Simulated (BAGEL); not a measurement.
# NBrO (nitrosyl bromide) at RI-MP2/def2-TZVP (density fitting with cc-pvqz-jkfit)

Aim: the energy change on altering one bond length of NBrO (nitrosyl bromide) at RI-MP2/def2-TZVP (density fitting with cc-pvqz-jkfit), from 2 runs. 

Program for the calculation: BAGEL 1.2.2.

10 further runs of the same task are left out: 5 that didn't finish, 5 set aside as unsound or not needed.

### 1 The system as given

The species is NBrO (3 atoms), meant as a singlet with charge 0. As SMILES, `O=NBr`. Geometry: relaxed at PBE0-D4/def2-TZVP.

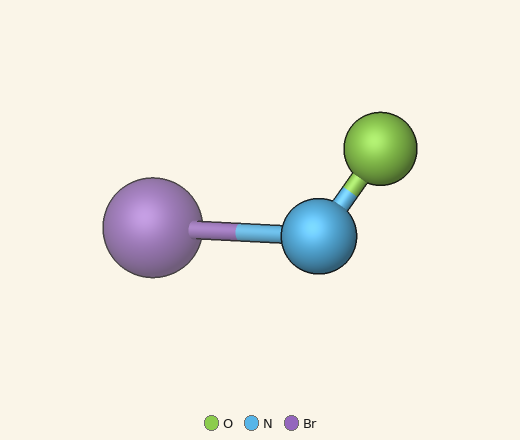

Viewed from a chosen angle; oxygen green, nitrogen blue, bromine purple.

### 2 A single-point energy at RI-MP2/def2-TZVP (density fitting with cc-pvqz-jkfit)

Input file input.json:

```json
{ "bagel": [

{
  "title": "molecule",
  "basis": "def2-tzvp.json",
  "df_basis": "cc-pvqz-jkfit",
  "angstrom": true,
  "geometry": [
    { "atom": "O", "xyz": [    0.941780,   -0.646800,    0.448530 ] },
    { "atom": "N", "xyz": [   -0.044940,   -0.636480,   -0.092930 ] },
    { "atom": "Br", "xyz": [   -0.896840,    1.283280,   -0.355590 ] }
  ]
},
{
  "title": "hf"
},
{
  "title": "mp2",
  "ncore": 11
}

]}
```

The basis set def2-TZVP is read from a file made from the Basis Set Exchange's data (not shown).

Started as:

```console
BAGEL_NUM_THREADS=1 BAGEL input.json > input.out
```

What it wrote:

```text
* using 1 threads per process

  ===============================================================
  ===============================================================

  *** Geometry ***

  { "atom" : "O", "xyz" : [      1.779706,     -1.222275,      0.847599 ] },
  { "atom" : "N", "xyz" : [     -0.084924,     -1.202773,     -0.175612 ] },
  { "atom" : "Br", "xyz" : [     -1.694782,      2.425048,     -0.671968 ] },

  Number of auxiliary basis functions:      430

  Since a DF basis is specified, we compute 2- and 3-index integrals:
    o Being stored without compression. Storage requirement is 0.042 GB

  Number of basis functions:      110
  Number of electrons      :       50

    * METHOD: MOLECULE                             0.22

  *** RHF ***

  === Nuclear Repulsion ===
   140.7957855203

      * DIIS with orbital gradients will be used.

  === RHF iteration (def2-tzvp.json) ===
      0      -2701.57052402          0.01601512           0.09
      1      -2701.58668196          0.01623828           0.10
      2      -2701.67381068          0.00132456           0.10
      3      -2701.67602867          0.00060838           0.09
      4      -2701.67675212          0.00042139           0.09
      5      -2701.67707414          0.00019588           0.10
      6      -2701.67720255          0.00006518           0.10
      7      -2701.67720925          0.00002020           0.10
      8      -2701.67720958          0.00001016           0.10
      9      -2701.67720964          0.00000659           0.10
     10      -2701.67720967          0.00000170           0.10
     11      -2701.67720968          0.00000073           0.10
     12      -2701.67720968          0.00000037           0.10
     13      -2701.67720968          0.00000017           0.10
     14      -2701.67720968          0.00000007           0.10
     15      -2701.67720968          0.00000004           0.09
     16      -2701.67720968          0.00000002           0.10
     17      -2701.67720968          0.00000001           0.10
    * SCF iteration converged.

    * Permanent dipole moment:
           (   -0.404851,     0.691915,    -0.148451) a.u.

    * METHOD: HF                                   1.97

  *** RHF ***

  === Nuclear Repulsion ===
   140.7957855203

      * DIIS with orbital gradients will be used.

  === RHF iteration (def2-tzvp.json) ===
      0      -2701.67720968          0.00000001           0.10
    * SCF iteration converged.

    * Permanent dipole moment:
           (   -0.404851,     0.691914,    -0.148451) a.u.

  === DF-MP2 calculation ===

    * freezing 11 orbitals
    * 3-index integral transformation done
    * assembly done

      MP2 correlation energy:   -0.7168173843      0.07

      MP2 total energy:       -2702.3940270614

    * METHOD: MP2                                  0.28

  ===============================================================
```

Wall time 2.6 s (1 thread of Arm Neoverse V2, shared host); peak memory 0.13 GiB.

### 3 The distorted shape at the same level

Input file calc.json:

```json
{ "bagel" : [

{
  "title" : "molecule",
  "basis" : "def2-tzvp.json",
  "df_basis" : "cc-pvqz-jkfit",
  "angstrom" : true,
  "geometry" : [
    { "atom" : "O", "xyz" : [    1.367741,   -1.606704,    0.579863 ] },
    { "atom" : "N", "xyz" : [    0.381021,   -1.596384,    0.038403 ] },
    { "atom" : "Br", "xyz" : [   -0.896840,    1.283280,   -0.355590 ] }
  ]
},
{ "title" : "hf" },
{ "title" : "mp2", "ncore" : 11 }

]}
```

The basis set def2-TZVP is read from a file made from the Basis Set Exchange's data (not shown).

Started as:

```console
BAGEL_NUM_THREADS=1 BAGEL calc.json > calc.out
```

What it wrote:

```text
* using 1 threads per process

  ===============================================================
  ===============================================================

  *** Geometry ***

  { "atom" : "O", "xyz" : [      2.584656,     -3.036231,      1.095782 ] },
  { "atom" : "N", "xyz" : [      0.720025,     -3.016729,      0.072571 ] },
  { "atom" : "Br", "xyz" : [     -1.694782,      2.425048,     -0.671968 ] },

  Number of auxiliary basis functions:      430

  Since a DF basis is specified, we compute 2- and 3-index integrals:
    o Being stored without compression. Storage requirement is 0.042 GB

  Number of basis functions:      110
  Number of electrons      :       50

    * METHOD: MOLECULE                             0.22

  *** RHF ***

  === Nuclear Repulsion ===
   106.2688594764

      * DIIS with orbital gradients will be used.

  === RHF iteration (def2-tzvp.json) ===
      0      -2701.46725976          0.01611542           0.10
      1      -2701.37730096          0.02126738           0.09
      2      -2701.60796503          0.00267552           0.10
      3      -2701.61313238          0.00141892           0.10
      4      -2701.61470009          0.00036550           0.10
      5      -2701.61510700          0.00024958           0.10
      6      -2701.61532731          0.00014893           0.10
      7      -2701.61539760          0.00004212           0.10
      8      -2701.61540021          0.00001926           0.10
      9      -2701.61540060          0.00001285           0.10
     10      -2701.61540092          0.00000672           0.10
     11      -2701.61540098          0.00000254           0.10
     12      -2701.61540100          0.00000103           0.10
     13      -2701.61540100          0.00000045           0.10
     14      -2701.61540100          0.00000024           0.10
     15      -2701.61540100          0.00000013           0.10
     16      -2701.61540100          0.00000010           0.10
     17      -2701.61540100          0.00000006           0.10
     18      -2701.61540100          0.00000004           0.10
     19      -2701.61540100          0.00000002           0.10
     20      -2701.61540100          0.00000001           0.10
    * SCF iteration converged.

    * Permanent dipole moment:
           (   -1.729732,     3.052747,    -0.623911) a.u.

    * METHOD: HF                                   2.34

  *** RHF ***

  === Nuclear Repulsion ===
   106.2688594764

      * DIIS with orbital gradients will be used.

  === RHF iteration (def2-tzvp.json) ===
      0      -2701.61540100          0.00000000           0.08
    * SCF iteration converged.

    * Permanent dipole moment:
           (   -1.729733,     3.052747,    -0.623911) a.u.

  === DF-MP2 calculation ===

    * freezing 11 orbitals
    * 3-index integral transformation done
    * assembly done

      MP2 correlation energy:   -0.7305143370      0.07

      MP2 total energy:       -2702.3459153400

    * METHOD: MP2                                  0.26

  ===============================================================
```

Wall time 3 s (1 thread of Arm Neoverse V2, shared host); peak memory 0.14 GiB.

### 4 Results

Level: RI-MP2/def2-TZVP (density fitting with cc-pvqz-jkfit), 11 core orbitals frozen.

```
                                                          quantity           value
                                         first shape: total energy  -2702.39403 Eh
         first shape: correlation energy (11 core orbitals frozen)      -716.8 mEh
                                     distorted shape: total energy  -2702.34592 Eh
     distorted shape: correlation energy (11 core orbitals frozen)      -730.5 mEh
energy change with the N2–Br3 bond stretched from 2.117 to 3.175 Å        1.309 eV
```

What this shows: One bond (distorted shape) is far stretched, which a spin-restricted single reference describes badly; perturbation theory on it can break down and give far too much correlation. With the N2–Br3 bond stretched from 2.117 to 3.175 Å the energy rises by 1.31 eV (30 kcal/mol). The first shape isn't relaxed at this level, so the change isn't measured from a minimum. A restricted reference can't describe the breaking bond well at this length.
